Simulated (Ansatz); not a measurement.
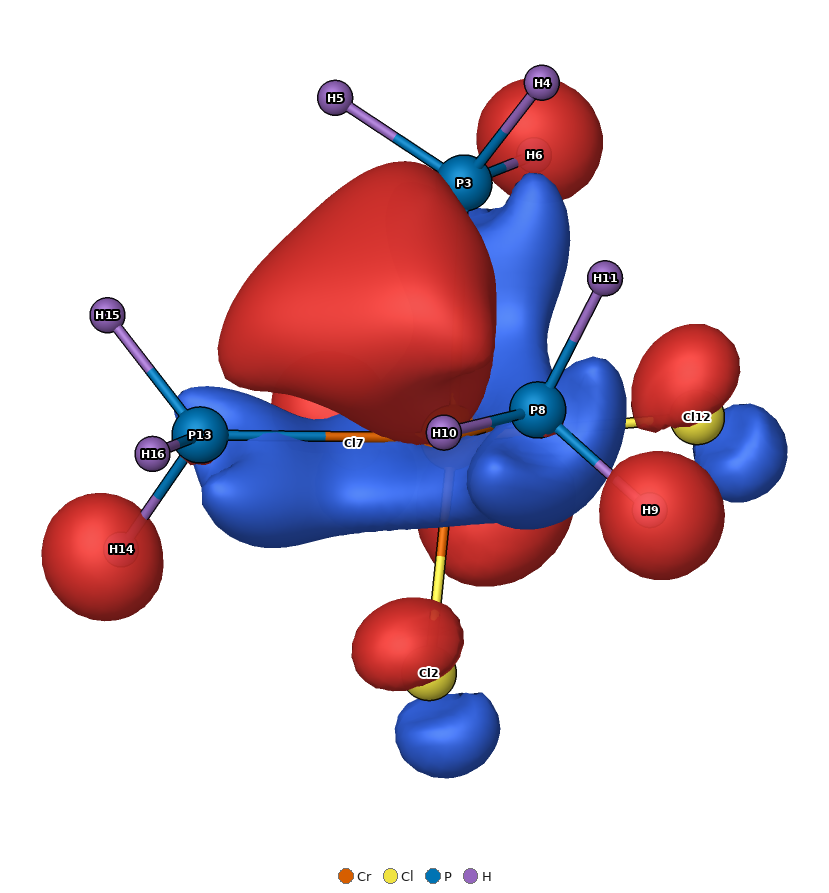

Cl₃CrH₉P₃ (fac-CrCl3(PH3)3) (quartet). One frontier orbital at ±0.1 Å⁻³ᐟ² (red and blue are the two phases), seen at an oblique angle.

Geometry: PBE-D4/def2-SVP.

Theory: Ansatz, UKS PBE0-D4/def2-TZVP.

```yaml
atoms:
  - { symbol: Cr, position_ang: [0.5785, 0.5483, 0.5008] }
  - { symbol: Cl, position_ang: [0.4127, 0.3224, 2.7789] }
  - { symbol: P, position_ang: [0.5542, 0.5930, -1.9039] }
  - { symbol: H, position_ang: [-0.6129, 0.9906, -2.6394] }
  - { symbol: H, position_ang: [0.8939, -0.5629, -2.6848] }
  - { symbol: H, position_ang: [1.4923, 1.5186, -2.4394] }
  - { symbol: Cl, position_ang: [2.8166, 0.2275, 0.1060] }
  - { symbol: P, position_ang: [-1.8120, 0.6867, 0.7273] }
  - { symbol: H, position_ang: [-2.2124, 1.6670, 1.6772] }
  - { symbol: H, position_ang: [-2.5913, -0.4245, 1.1953] }
  - { symbol: H, position_ang: [-2.6538, 1.0678, -0.3715] }
  - { symbol: Cl, position_ang: [0.3106, 2.8050, 0.1795] }
  - { symbol: P, position_ang: [0.6553, -1.8509, 0.6550] }
  - { symbol: H, position_ang: [1.6490, -2.3054, 1.5658] }
  - { symbol: H, position_ang: [0.9837, -2.6699, -0.4775] }
  - { symbol: H, position_ang: [-0.4643, -2.6134, 1.1306] }
```

Which orbital is it: HOMO (β) or LUMO (β)?

Answer. The LUMO (β), at −1.92 eV. By Hirshfeld shares it lies mainly on Cr1 (about 45 %), P3 (about 10 %), P8 (about 10 %) and P13 (about 10 %).
